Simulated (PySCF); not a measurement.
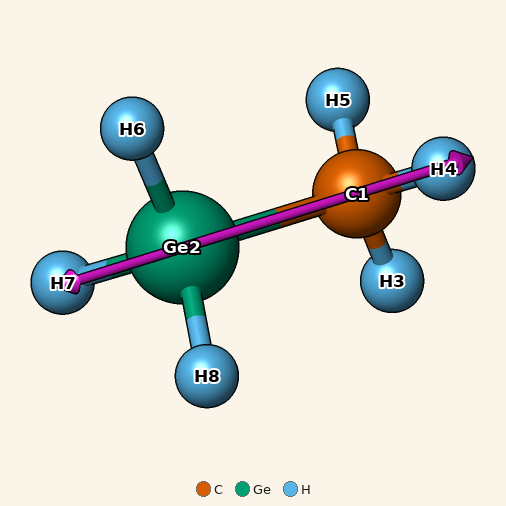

The double arrow shows the direction of the transition dipole to excited singlet state 1 (its length means nothing). Computed geometry: GFN2-xTB optimisation. No frequency run is at hand to confirm it as a minimum. Method: TDDFT ωB97X-D/def2-SVPD, vertical, gas phase, core orbitals frozen in the response (PySCF 2.14.0).

> How is the transition polarised?

Nearly parallel to the C1–Ge2 bond.

> Where does the transition lie, and how strong is it?

8.55 eV (145 nm), oscillator strength 0.042, mainly HOMO → LUMO (weight 0.81); transition dipole 1.14 D.

The geometry is semi-empirical. Around Ge such bond lengths and angles can be off by a tenth of an ångström or more and by several degrees, and values that hang on the shape move with them.
